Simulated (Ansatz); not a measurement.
# GaHCl2O (SMILES [OH][Ga]([Cl])[Cl]) at wB97X/def2-SVP

Aim: the vertical ionisation energy of GaHCl2O at wB97X/def2-SVP, from 2 runs. 

Program for the calculation: Ansatz 0.2.0.

79 further runs of the same task are left out: 79 set aside as unsound or not needed. Runs told in other sessions of the task aren't counted.

### 1 The structure to begin with

GaHCl2O: 5 atoms, total charge 0, spin state singlet. As SMILES, `[OH][Ga]([Cl])[Cl]`. The shape is that of a PBE0-D4/def2-TZVP optimisation.

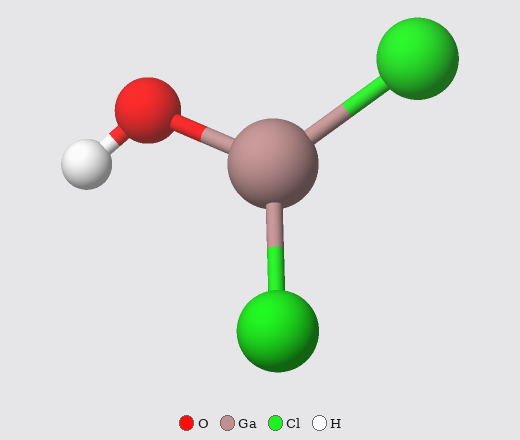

The structure, seen from a chosen angle (oxygen red, gallium pink, chlorine green, hydrogen white).

### 2 The energy at wB97X/def2-SVP

Input file run.yaml:

```yaml
crystal:
  periodic: [false, false, false]
  atoms:
    - {symbol: O, position_ang: [0.254500, 1.354600, 0.245900]}
    - {symbol: Ga, position_ang: [0.118500, -0.394500, 0.056800]}
    - {symbol: Cl, position_ang: [1.500000, -1.634900, 1.057700]}
    - {symbol: Cl, position_ang: [-1.407900, -1.236300, -1.155800]}
    - {symbol: H, position_ang: [-0.415200, 1.837400, -0.246000]}
basis:
  gaussian: {orbitals: def2-SVP}
magnetization: {spin_polarized: false, initial_magnetization: 0}
hamiltonian: {xc: {name: wB97X}}
accuracy: high
output: {orbitals: {seedname: orbitals}}
```

Command:

```bash
$ ansatz run run.yaml --threads 1 --pin off --max-ram 3480MiB --events-out events.jsonl --progress --plain --runs-dir runs
```

Standard output:

```text
Warning: RAYON_NUM_THREADS=1 ignored (pool sized by the plan → 1); use --threads N
Functional definition: wB97X
  name "wB97X"
  parameter omega = 0.3/bohr
  parameter cx = 0.157706
  parameter cx1 = 0.726479
  parameter cx2 = 1.04760
  parameter cx3 = -5.70635
  parameter cx4 = 13.2794
  parameter css1 = -4.33879
  parameter css2 = 18.2308
  parameter css3 = -31.7430
  parameter css4 = 17.2901
  parameter cos1 = 2.37031
  parameter cos2 = -11.3995
  parameter cos3 = 6.58405
  parameter cos4 = -3.78132
  exchange = spin_sum(e_x_unif_sr(omega)*poly(b97_u_x, 1 - cx, cx1, cx2, cx3, cx4)) + cx*exact_x_sr(omega)
      + exact_x_lr(omega)
  correlation = spin_sum(e_c_pw_same_spin*poly(b97_u_same, 1, css1, css2, css3, css4))
      + integral(e_c_pw_opposite_spin*poly(b97_u_opposite, 1, cos1, cos2, cos3, cos4))
1675 factors; integrals over basis functions are off by at most 6.0e-9 eV
338 factors; integrals over basis functions are off by at most 1.3e-9 eV
mean field evaluation 1: about -79470.0720 eV, gradient 5.1e1 eV
mean field evaluation 2: about -79467.5150 eV, gradient 6.7e1 eV
mean field evaluation 4: about -79474.9323 eV, gradient 1.6e0 eV
mean field evaluation 8: about -79475.0010 eV, gradient 2.0e-1 eV
mean field evaluation 16: about -79475.0011 eV, gradient 4.1e-5 eV
mean field -79475.00110327 eV, -2920.6524204545 hartree, gradient 8.4e-8 eV, S^2 0.000000; 0 other end points of the search recorded, 0 dependent functions left out
reference -79475.00110034 eV, -2920.6524203468 hartree; 37, 37 occupied and 50, 50 virtual orbitals, 1675 factors
Total energy: -79475.00110034 eV, -2920.6524203468 hartree
```

Run time: 23 s. Hardware: 1 thread of Arm Neoverse V2, shared host; peak memory 0.52 GiB.

### 3 The doublet cation at the same level

Input file job.yaml:

```yaml
crystal:
  periodic: [false, false, false]
  atoms:
    - {symbol: O, position_ang: [0.254500, 1.354600, 0.245900]}
    - {symbol: Ga, position_ang: [0.118500, -0.394500, 0.056800]}
    - {symbol: Cl, position_ang: [1.500000, -1.634900, 1.057700]}
    - {symbol: Cl, position_ang: [-1.407900, -1.236300, -1.155800]}
    - {symbol: H, position_ang: [-0.415200, 1.837400, -0.246000]}
basis:
  gaussian:
    orbitals: def2-SVP
total_charge: 1
magnetization:
  spin_polarized: true
  initial_magnetization: 1
hamiltonian:
  xc: {name: wB97X}
accuracy: high
output: {orbitals: {seedname: orbitals}}
```

Command:

```bash
$ ansatz run job.yaml --threads 1 --pin off --max-ram 3480MiB --events-out events.jsonl --progress --plain --runs-dir runs
```

Standard output:

```text
Warning: RAYON_NUM_THREADS=1 ignored (pool sized by the plan → 1); use --threads N
Functional definition: wB97X
  name "wB97X"
  parameter omega = 0.3/bohr
  parameter cx = 0.157706
  parameter cx1 = 0.726479
  parameter cx2 = 1.04760
  parameter cx3 = -5.70635
  parameter cx4 = 13.2794
  parameter css1 = -4.33879
  parameter css2 = 18.2308
  parameter css3 = -31.7430
  parameter css4 = 17.2901
  parameter cos1 = 2.37031
  parameter cos2 = -11.3995
  parameter cos3 = 6.58405
  parameter cos4 = -3.78132
  exchange = spin_sum(e_x_unif_sr(omega)*poly(b97_u_x, 1 - cx, cx1, cx2, cx3, cx4)) + cx*exact_x_sr(omega)
      + exact_x_lr(omega)
  correlation = spin_sum(e_c_pw_same_spin*poly(b97_u_same, 1, css1, css2, css3, css4))
      + integral(e_c_pw_opposite_spin*poly(b97_u_opposite, 1, cos1, cos2, cos3, cos4))
1673 factors; integrals over basis functions are off by at most 6.0e-9 eV
337 factors; integrals over basis functions are off by at most 1.5e-9 eV
mean field evaluation 1: about -79453.8764 eV, gradient 4.9e1 eV
mean field evaluation 2: about -79425.2992 eV, gradient 9.1e1 eV
mean field evaluation 4: about -79462.7852 eV, gradient 5.4e0 eV
mean field evaluation 8: about -79462.9579 eV, gradient 4.7e-1 eV
mean field evaluation 16: about -79462.9617 eV, gradient 2.6e-2 eV
mean field evaluation 32: about -79462.4466 eV, gradient 9.4e0 eV
mean field -79462.96212588 eV, -2920.2099961957 hartree, gradient 1.4e-8 eV, S^2 0.762957; 6 other end points of the search recorded, 0 dependent functions left out
reference -79462.96212308 eV, -2920.2099960928 hartree; 37, 36 occupied and 50, 51 virtual orbitals, 1673 factors
Total energy: -79462.96212308 eV, -2920.2099960928 hartree
```

Wall time 2.2 min (1 thread of Arm Neoverse V2, shared host); peak memory 0.95 GiB.

### 4 Outcome

At wB97X/def2-SVP:

```
                                          quantity           value
                     singlet GaHCl2O: total energy  -2920.65242 Eh
                      singlet GaHCl2O: HOMO energy       -11.66 eV
                      singlet GaHCl2O: LUMO energy         0.74 eV
                    singlet GaHCl2O: HOMO–LUMO gap        12.40 eV
                      doublet cation: total energy  -2920.21000 Eh
doublet cation: HOMO energy (highest over α and β)       -17.05 eV
 doublet cation: LUMO energy (lowest over α and β)       -12.39 eV
                              doublet cation: ⟨S²⟩           0.763
vertical ionisation energy (to the doublet cation)       12.039 eV
```

In words: The vertical ionisation energy comes to 12.04 eV (1162 kJ/mol). The negative HOMO energy of the first species, 11.66 eV, lies 0.38 eV below that difference.
